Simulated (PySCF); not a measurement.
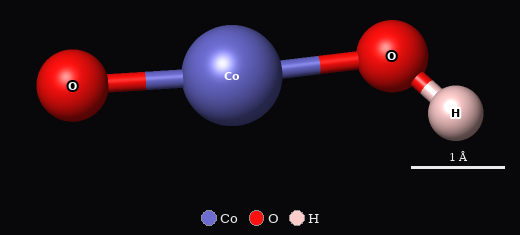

*The structure as given in the input (ball-and-stick view, seen at a tilt). Sticks mark near contacts.*

Bond lengths as drawn: Co–O 1.73 to 1.76 Å and H–O 0.96 Å.

## Run report: CoOOH, frequency calculation

CoOOH, multiplicity 3, computed with UKS-based PBE0, Co def2-TZVP, O def2-TZVP, H def2-TZVP; non-relativistic Hamiltonian; density fitting (PySCF 2.14.0).

Log:
```
init E= -1533.45299716669
  alpha nocc = 23  HOMO = -0.290407563081901  LUMO = -0.0864681303328057
  beta  nocc = 21  HOMO = -0.300645741498942  LUMO = -0.130364539295608
  HOMO = -0.290407563082  LUMO = -0.130364539296  gap/eV = 4.35499
cycle= 1 E= -1533.45299716672  delta_E= -2.39e-11  |g|= 2.39e-06  |ddm|= 1.45e-06
  alpha nocc = 23  HOMO = -0.290407617846991  LUMO = -0.0864692478782452
  beta  nocc = 21  HOMO = -0.300646605750062  LUMO = -0.130365264538245
  HOMO = -0.290407617847  LUMO = -0.130365264538  gap/eV = 4.35497
Extra cycle  E= -1533.4529971667  delta_E= 1.41e-11  |g|= 7.34e-06  |ddm|= 3.47e-06
converged SCF energy = -1533.4529971667  <S^2> = 2.9231254  2S+1 = 3.5626537
```

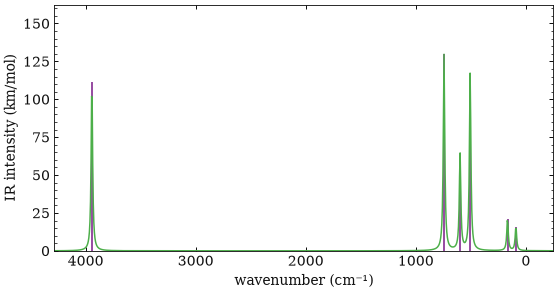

*Harmonic infrared spectrum, unscaled: sticks (degenerate modes added up, dark ones marked on the axis) with a Lorentzian envelope of 16 cm⁻¹ full width, scaled to the tallest stick.*

6 modes from 91 to 3943 cm⁻¹, none imaginary. The strongest line is at 744 cm⁻¹ (130 km/mol). All modes, in cm⁻¹ (km/mol): 91 (15.8), 167 (21), 507 (117), 598 (64), 744 (130), 3943 (111).

The run was set up as follows.

Input:
```python
from pyscf import gto, scf, dft
mol = gto.M(atom='''
Co     0.011069     0.000000     0.029640
O     -0.049531     0.000000     1.761709
O     -0.037077     0.000000    -1.727868
H      0.710169     0.000000    -2.324256''',
    basis={'Co': 'def2-TZVP', 'O': 'def2-TZVP', 'H': 'def2-TZVP'},
    charge=0, spin=2)
mf = dft.UKS(mol, xc='PBE0')
mf.grids.atom_grid = (75, 302)
aux = {'Co': 'def2-universal-JKFIT', 'O': 'def2-universal-JKFIT', 'H': 'def2-universal-JKFIT'}
mf = mf.density_fit(auxbasis=aux)
mf.conv_tol = 1e-09
mf.diis_space = 10
mf.max_cycle = 60
mf.verbose = 4
mf.kernel()
```

The script is an equivalent of the set-up of the self-consistent field. The run itself was carried out by a driver, which started from the orbitals of the step before it where there was one and computed the further properties.

Launched with:
```bash
OMP_NUM_THREADS=4 python axn.py task.json out
```

Results in brief:

```csv
quantity,value
outcome,converged
total energy,−1533.452997 hartree
⟨S²⟩,2.923
zero-point energy,0.013784 hartree
dipole moment,2.05 D
"wavenumbers, lowest and highest",91 and 3943 cm⁻¹
hardware,"4 threads of Arm Neoverse V2, 24 GiB of memory available, shared host"
wall time,98 s (CPU time 5.5 min)
peak memory,1.2 GiB
```

Notes:

Checks after the run noted: spin contamination. ⟨S²⟩ is 2.92 against 2.00 for a pure state: the solution is spin-contaminated.
